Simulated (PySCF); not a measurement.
**Mn⁺, Mn²⁺: ionisation energy in cc-pVTZ-DK**

Aim: the ionisation energy of manganese from differences of total energies, at each level of theory, and how far each lands from the tabulated value where there is one.

The numbers are computed with PySCF 2.14.0 (unrestricted determinants in a Gaussian basis, no spin-orbit coupling in the energies), except any that are marked as measured or tabulated.

## (1) The atom as given

```
Element                                   : manganese (Z = 25)
Basis                                     : cc-pVTZ-DK
Hamiltonian                               : the spin-free X2C one-electron Hamiltonian (Gaussian nucleus)
State 1                                   : Mn⁺: [Ar] 3d5 4s1, high-spin 7S determinant
State 2                                   : Mn²⁺: [Ar] 3d5, high-spin 6S determinant
Methods                                   : UHF, LDA, PBE0, MP2
Core shells frozen in the correlated runs : valence: [Ar] (for Mn⁺)
```

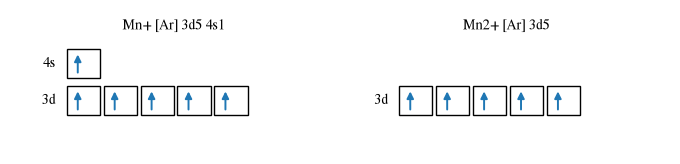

Outer shells as boxes.

The runs were made by one driver on top of PySCF. The scripts below sum up each run's settings (the driver also hands on starting orbitals that pick excited configurations, and frozen orbitals as a list rather than a count), and the logs come from the driver's own runs. The driver starts from symmetry-adapted Hartree-Fock orbitals, holds the occupation by maximum overlap and uses a logarithmic radial grid for functionals, so a plain start would take other cycles.

It was started by

```
$ OMP_NUM_THREADS=1 python atomrun2.py TASK.json OUT
```

The integrals over 68 functions and the set-up took 0.84 s of CPU time.

## (2) Mn⁺

Level: UHF.

input.py

```python
from pyscf import gto, scf, dft, mp, cc
import basis_set_exchange as bse
mol = gto.M(atom="Mn 0 0 0", charge=1, spin=6, symmetry="D2h",
            basis=gto.basis.parse(bse.get_basis("cc-pVTZ-DK", elements=["Mn"], fmt="nwchem", header=False)),
            nucmod="G")
mf = scf.UHF(mol).sfx2c1e()
mf.irrep_nelec = {'Ag': (6, 3), 'B1g': (1, 0), 'B2g': (1, 0), 'B3g': (1, 0), 'B1u': (2, 2), 'B2u': (2, 2), 'B3u': (2, 2)}
mf.kernel()
```

Level: LDA.

input.py differs from the last one in:

```diff
@@ -5,3 +5,3 @@
             nucmod="G")
-mf = scf.UHF(mol).sfx2c1e()
+mf = dft.UKS(mol, xc="LDA,VWN").sfx2c1e()
 mf.irrep_nelec = {'Ag': (6, 3), 'B1g': (1, 0), 'B2g': (1, 0), 'B3g': (1, 0), 'B1u': (2, 2), 'B2u': (2, 2), 'B3u': (2, 2)}
```

Level: PBE0.

input.py differs from the last one in:

```diff
@@ -5,3 +5,3 @@
             nucmod="G")
-mf = dft.UKS(mol, xc="LDA,VWN").sfx2c1e()
+mf = dft.UKS(mol, xc="PBE0").sfx2c1e()
 mf.irrep_nelec = {'Ag': (6, 3), 'B1g': (1, 0), 'B2g': (1, 0), 'B3g': (1, 0), 'B1u': (2, 2), 'B2u': (2, 2), 'B3u': (2, 2)}
```

Level: MP2 (valence).

input.py differs from the last one in:

```diff
@@ -5,4 +5,5 @@
             nucmod="G")
-mf = dft.UKS(mol, xc="PBE0").sfx2c1e()
+mf = scf.UHF(mol).sfx2c1e()
 mf.irrep_nelec = {'Ag': (6, 3), 'B1g': (1, 0), 'B2g': (1, 0), 'B3g': (1, 0), 'B1u': (2, 2), 'B2u': (2, 2), 'B3u': (2, 2)}
 mf.kernel()
+mp.UMP2(mf, frozen=9).kernel()
```

## (3) Mn²⁺: the ladder of methods

Level: UHF.

input.py

```python
from pyscf import gto, scf, dft, mp, cc
import basis_set_exchange as bse
mol = gto.M(atom="Mn 0 0 0", charge=2, spin=5, symmetry="D2h",
            basis=gto.basis.parse(bse.get_basis("cc-pVTZ-DK", elements=["Mn"], fmt="nwchem", header=False)),
            nucmod="G")
mf = scf.UHF(mol).sfx2c1e()
mf.irrep_nelec = {'Ag': (5, 3), 'B1g': (1, 0), 'B2g': (1, 0), 'B3g': (1, 0), 'B1u': (2, 2), 'B2u': (2, 2), 'B3u': (2, 2)}
mf.kernel()
```

Level: LDA.

input.py differs from the last one in:

```diff
@@ -5,3 +5,3 @@
             nucmod="G")
-mf = scf.UHF(mol).sfx2c1e()
+mf = dft.UKS(mol, xc="LDA,VWN").sfx2c1e()
 mf.irrep_nelec = {'Ag': (5, 3), 'B1g': (1, 0), 'B2g': (1, 0), 'B3g': (1, 0), 'B1u': (2, 2), 'B2u': (2, 2), 'B3u': (2, 2)}
```

Level: PBE0.

input.py differs from the last one in:

```diff
@@ -5,3 +5,3 @@
             nucmod="G")
-mf = dft.UKS(mol, xc="LDA,VWN").sfx2c1e()
+mf = dft.UKS(mol, xc="PBE0").sfx2c1e()
 mf.irrep_nelec = {'Ag': (5, 3), 'B1g': (1, 0), 'B2g': (1, 0), 'B3g': (1, 0), 'B1u': (2, 2), 'B2u': (2, 2), 'B3u': (2, 2)}
```

Level: MP2 (valence).

input.py differs from the last one in:

```diff
@@ -5,4 +5,5 @@
             nucmod="G")
-mf = dft.UKS(mol, xc="PBE0").sfx2c1e()
+mf = scf.UHF(mol).sfx2c1e()
 mf.irrep_nelec = {'Ag': (5, 3), 'B1g': (1, 0), 'B2g': (1, 0), 'B3g': (1, 0), 'B1u': (2, 2), 'B2u': (2, 2), 'B3u': (2, 2)}
 mf.kernel()
+mp.UMP2(mf, frozen=9).kernel()
```

**Question.** What will these runs give?

**Answer**, as computed:

| quantity | value |
| --- | --- |
| ionisation energy, Mn⁺ | UHF 14.856, MP2 (valence) 15.296 eV; reference 15.640 |

Accuracy against cost (mean over 1 difference):

```tsv
method	mean absolute miss against the measured value (with the measured fine structure taken into account where it is known) (eV)	CPU time, both states (s)
UHF	0.784	0.64
LDA	0.903	1.5
PBE0	0.338	2.5
MP2 (valence)	0.344	0.74
SCS-MP2 (valence)	0.637	0.74
```

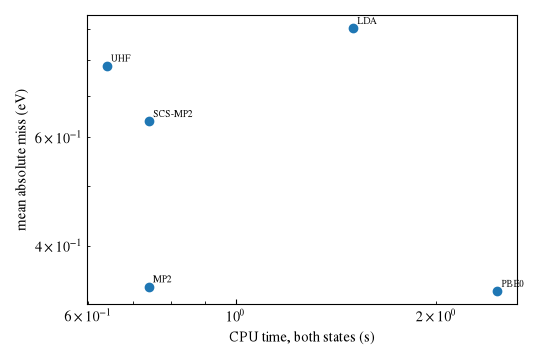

Miss against the measured value (with the measured fine structure taken into account where it is known) and CPU time.

PBE0 lands nearest to the measured value (off by 0.34 eV), level with MP2 (valence); LDA misses by most (0.90 eV). Hartree-Fock falls short because the species with more electrons holds more correlation energy, which it lacks. LDA is off by +0.90 eV. All values hold for this basis alone; no basis-set limit was taken. The dearest level timed, PBE0, costs 3.9 times the cheapest, UHF, and differs from the measured value (with the measured fine structure taken into account where it is known) by 0.34 against 0.78 eV.
